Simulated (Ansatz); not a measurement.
# AlGa (singlet): one geometry, many settings

What do other methods and options give for AlGa (singlet) at this geometry, and how long do they take?

Method: the settings change from run to run; program: Ansatz 0.2.0, Gaussian basis.

15 further runs of the same task are left out: 3 for a known fault of the program, 5 that didn't finish, 7 set aside as unsound or not needed.

## Step 1: What is computed

The geometry is a PBE0/def2-TZVP stationary point (not a proven minimum) of the parent state, kept for this charge and spin. No spin-orbit coupling is included. The filled d shell of Ga may be among the frozen orbitals whatever the setting's name suggests; the logs give the count.

2 atoms, charge 0, spin multiplicity 1.

Atoms are counted from 1 here; the program's logs count them from 0.

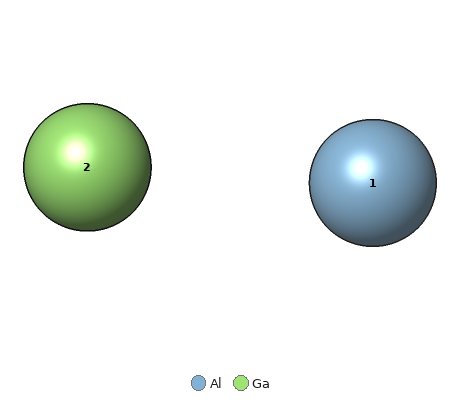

The structure; aluminium light blue, gallium green; atoms are numbered from 1 in the order of the file.

Coordinates:

```
Al    0.0000    0.0000    0.0000
Ga    0.0000    0.0000    3.2403
```

## Step 2: BCCD(T)/STO-3G

Contents of in.yaml:

```yaml
crystal:
  periodic: [false, false, false]
  atoms:
    - {symbol: Al, position_ang: [0.000000, 0.000000, 0.000000]}
    - {symbol: Ga, position_ang: [0.000000, 0.000000, 3.240300]}
basis:
  gaussian: {orbitals: STO-3G}
magnetization: {spin_polarized: false}
hamiltonian: {xc: {name: PBE0}}
correlation: {method: bccd_t, electrons: outside_noble_gas}
scf: {lower_state_search: off}
```

Started as:

```
$ ansatz run in.yaml --threads 1 --pin off --events-out ev --progress --plain --max-ram 2393MiB
```

The program printed, cut to the lines that bear on the results:

```text
Functional definition: PBE0
  name "PBE0"
  cite "Adamo & Barone, J. Chem. Phys. 110, 6158 (1999) doi:10.1063/1.478522"
  cite "Perdew, Burke & Ernzerhof, Phys. Rev. Lett. 77, 3865 (1996) doi:10.1103/PhysRevLett.77.3865"
  parent pbe
[...]
260 factors; integrals over basis functions are off by at most 1.2e-4 eV
[...]
mean field -58264.78660232 eV, -2141.1914143446 hartree, gradient 1.7e-6 eV, S^2 0.000000; 0 other end points of the search recorded, 0 dependent functions left out
19 core orbitals not correlated, not the lowest: weight in the atoms' cores, before any rotation towards them, 0.675 or more for the frozen orbitals, at most 0.010 for the correlated occupied ones
reference -58223.60290291 eV, -2139.6779413064 hartree; 3, 3 occupied and 5, 5 virtual orbitals, 260 factors
second order -1.06436132 eV of doubles, -0.08007554 eV of singles
cycle   1  -1.47315014 eV  change   -3.4e-1 eV  update   7.9e-2
[...]
cycle  24  -1.75840947 eV  change    3.9e-7 eV  update   7.4e-6
perturbative correction -0.00343893 eV, -0.0001263782 hartree
Total energy: -58225.36475131 eV, -2139.7426880410 hartree
Checks for a lower state left out: stability, starts, cluster_reference, orbital_swaps, neighbouring_geometries, increment
```

It took 0.87 s on 1 thread of Arm Neoverse V2, shared host.

From the report: correlation -1.7618 eV; largest double amplitude 0.14.

## Step 3: CISD/aug-cc-pVDZ

Contents of in.yaml:

```yaml
crystal:
  periodic: [false, false, false]
  atoms:
    - {symbol: Al, position_ang: [0.000000, 0.000000, 0.000000]}
    - {symbol: Ga, position_ang: [0.000000, 0.000000, 3.240300]}
basis:
  gaussian: {orbitals: aug-cc-pVDZ}
correlation: {active_space: {ras: {orbitals: [3, 0, 41], electrons: 6, max_holes: 2, max_particles: 2}, fixed_orbitals: true}}
scf: {lower_state_search: off}
output: {forces: true}
```

Launched as before.

The program printed, cut to the lines that bear on the results:

```text
Functional definition: HF
  name "HF"
  cite "Fock, Z. Phys. 61, 126 (1930) doi:10.1007/BF01340294"
  parent pbe
[...]
683 factors; integrals over basis functions are off by at most 7.2e-4 eV
[...]
mean field -58914.53847033 eV, -2165.0693550762 hartree, gradient 4.6e-6 eV, S^2 0.000000; 0 other end points of the search recorded, 0 dependent functions left out
reference -58914.53847033 eV, -2165.0693550762 hartree; 22, 22 occupied and 41, 41 virtual orbitals, 683 factors
state -58917.48005220 eV, -2165.1774562161 hartree
[...]
Total energy: -58917.48005220 eV, -2165.1774562161 hartree
Atom 0 at     0.000000     0.000000     0.000000 Å, force    -0.000000     0.000000     0.386196 eV/Å
Atom 1 at     0.000000     0.000000     3.240300 Å, force     0.000000    -0.000000    -0.386196 eV/Å
Dipole moment:    -0.000000    -0.000000     0.058186 e Å
Checks for a lower state left out: starts, cluster_reference, orbital_swaps, neighbouring_geometries, increment
```

Wall time 2.5 s (1 thread of Arm Neoverse V2, shared host).

From the report: 6,040 determinants.

## Step 4: MP2 on UHF/def2-mTZVP

Contents of in.yaml:

```yaml
crystal:
  periodic: [false, false, false]
  atoms:
    - {symbol: Al, position_ang: [0.000000, 0.000000, 0.000000]}
    - {symbol: Ga, position_ang: [0.000000, 0.000000, 3.240300]}
basis:
  gaussian: {orbitals: def2-mTZVP}
magnetization: {spin_polarized: true, initial_magnetization: 0}
correlation: {method: mp2, electrons: outside_noble_gas}
output: {forces: true}
```

Launched as before.

The program printed, cut to the lines that bear on the results:

```text
Functional definition: HF
  name "HF"
  cite "Fock, Z. Phys. 61, 126 (1930) doi:10.1007/BF01340294"
  parent pbe
[...]
521 factors; integrals over basis functions are off by at most 3.7e-4 eV
[...]
mean field -58915.65136959 eV, -2165.1102533695 hartree, gradient 4.7e-6 eV, S^2 0.998827; 26 other end points of the search recorded, 0 dependent functions left out
19 core orbitals not correlated: weight in the atoms' cores, before any rotation towards them, 1.000 or more for the frozen orbitals, at most 0.000 for the correlated occupied ones
reference -58915.65136959 eV, -2165.1102533695 hartree; 3, 3 occupied and 36, 36 virtual orbitals, 521 factors
second order -1.76866517 eV of doubles, -0.00000000 eV of singles
[...]
Total energy: -58917.42003475 eV, -2165.1752506155 hartree
Atom 0 at     0.000000     0.000000     0.000000 Å, force    -0.000000     0.000000     0.708740 eV/Å
Atom 1 at     0.000000     0.000000     3.240300 Å, force     0.000000    -0.000000    -0.708740 eV/Å
Dipole moment:     0.000000     0.000000    -0.047620 e Å
```

It took 10 s on 1 thread of Arm Neoverse V2, shared host.

From the report: ⟨S²⟩ of the determinant 0.999 (pure singlet: 0.00). The determinant is far from a pure spin state, so its energy mixes those of several spin states (harmless only where they are near-degenerate, as at dissociation).

## Step 5: CASSCF(2,8)/def2-mTZVP

Contents of in.yaml:

```yaml
crystal:
  periodic: [false, false, false]
  atoms:
    - {symbol: Al, position_ang: [0.000000, 0.000000, 0.000000]}
    - {symbol: Ga, position_ang: [0.000000, 0.000000, 3.240300]}
basis:
  gaussian: {orbitals: def2-mTZVP}
correlation: {active_space: {window: {electrons: 2, orbitals: 8}}}
```

Same command.

The program printed, cut to the lines that bear on the results:

```text
Functional definition: HF
  name "HF"
  cite "Fock, Z. Phys. 61, 126 (1930) doi:10.1007/BF01340294"
  parent pbe
[...]
521 factors; integrals over basis functions are off by at most 3.7e-4 eV
[...]
mean field -58915.27137983 eV, -2165.0962890035 hartree, gradient 1.7e-6 eV, S^2 0.000000; 7 other end points of the search recorded, 0 dependent functions left out
reference -58915.27137983 eV, -2165.0962890035 hartree; 22, 22 occupied and 36, 36 virtual orbitals, 521 factors
state -58916.13742700 eV, -2165.1281156500 hartree
[...]
Total energy: -58916.13742700 eV, -2165.1281156500 hartree
```

Wall time 23 s (1 thread of Arm Neoverse V2, shared host).

From the report: 64 determinants; active occupations 1.90, 0.04, 0.04, 0.01, 0.00, 0.00, 0.00, 0.00.

## Step 6: CCSD(T) on UHF/aug-cc-pVDZ

Contents of in.yaml:

```yaml
crystal:
  periodic: [false, false, false]
  atoms:
    - {symbol: Al, position_ang: [0.000000, 0.000000, 0.000000]}
    - {symbol: Ga, position_ang: [0.000000, 0.000000, 3.240300]}
basis:
  gaussian: {orbitals: aug-cc-pVDZ}
magnetization: {spin_polarized: true, initial_magnetization: 0}
correlation: {method: ccsd_t, electrons: valence}
output: {forces: true}
```

Same command.

The program printed, cut to the lines that bear on the results:

```text
Functional definition: HF
  name "HF"
  cite "Fock, Z. Phys. 61, 126 (1930) doi:10.1007/BF01340294"
  parent pbe
[...]
683 factors; integrals over basis functions are off by at most 7.2e-4 eV
[...]
mean field -58914.97496241 eV, -2165.0853958644 hartree, gradient 1.4e-6 eV, S^2 1.034741; 38 other end points of the search recorded, 0 dependent functions left out
determinant -58914.97496241 eV, -2165.0853958644 hartree, with singles and doubles -58918.27321457 eV, -2165.2066043956 hartree
determinant -58914.86162477 eV, -2165.0812307828 hartree, with singles and doubles -58918.15772791 eV, -2165.2023603388 hartree
determinant -58914.82865998 eV, -2165.0800193491 hartree, with singles and doubles -58918.16285969 eV, -2165.2025489283 hartree
determinant -58914.82695964 eV, -2165.0799568628 hartree, with singles and doubles -58918.16775748 eV, -2165.2027289189 hartree
[...]
determinant -58913.47328492 eV, -2165.0302102343 hartree, with singles and doubles -58917.59211266 eV, -2165.1815743621 hartree
14 core orbitals not correlated: weight in the atoms' cores, before any rotation towards them, 1.000 or more for the frozen orbitals, at most 0.000 for the correlated occupied ones
reference -58914.97496241 eV, -2165.0853958644 hartree; 8, 8 occupied and 41, 41 virtual orbitals, 683 factors
second order -2.35754832 eV of doubles, -0.00000000 eV of singles
cycle   1  -3.30438429 eV  change    2.8e-7 eV  update   5.1e-6
[...]
cycle   4  -3.30438564 eV  change   -2.5e-8 eV  update   9.8e-8
perturbative correction -0.14812641 eV, -0.0054435453 hartree
[...]
Total energy: -58918.42747447 eV, -2165.2122733422 hartree
Atom 0 at     0.000000     0.000000     0.000000 Å, force    -0.000000    -0.000000     0.547609 eV/Å
Atom 1 at     0.000000     0.000000     3.240300 Å, force     0.000000     0.000000    -0.547609 eV/Å
Dipole moment:     0.000000    -0.000000     0.050852 e Å
```

Run time: 94 s. Hardware: 1 thread of Arm Neoverse V2, shared host; peak memory 0.31 GiB.

From the report: ⟨S²⟩ of the determinant 1.035 (pure singlet: 0.00); correlation -3.4525 eV; T1 0.053; largest double amplitude 0.04. The determinant is far from a pure spin state, so its energy mixes those of several spin states (harmless only where they are near-degenerate, as at dissociation).

## Step 7: The runs in one table

| level | correlated | functions | energy (eV) | time |
| --- | --- | --- | --- | --- |
| BCCD(T)/STO-3G (on PBE0 orbitals) | outside noble gas | 27 | -58225.3648 | 0.87 s |
| CISD/aug-cc-pVDZ | outside noble gas | 63 | -58917.4801 | 2.5 s |
| MP2 on UHF/def2-mTZVP | outside noble gas | 58 | -58917.4200 | 10 s |
| CASSCF(2,8)/def2-mTZVP |  | 58 | -58916.1374 | 23 s |
| CCSD(T) on UHF/aug-cc-pVDZ | valence | 63 | -58918.4275 | 94 s |

## Step 8: Summary of results

```
quantity                                      value
    runs                                          5
quickest  BCCD(T)/STO-3G (on PBE0 orbitals), 0.87 s
 slowest           CCSD(T) on UHF/aug-cc-pVDZ, 94 s
```

Total energies in different bases, with other cores or another treatment of relativity can't be set against each other. CCSD(T) on UHF/aug-cc-pVDZ took 108 times as long as BCCD(T)/STO-3G (on PBE0 orbitals); the jobs differ in more than the method.
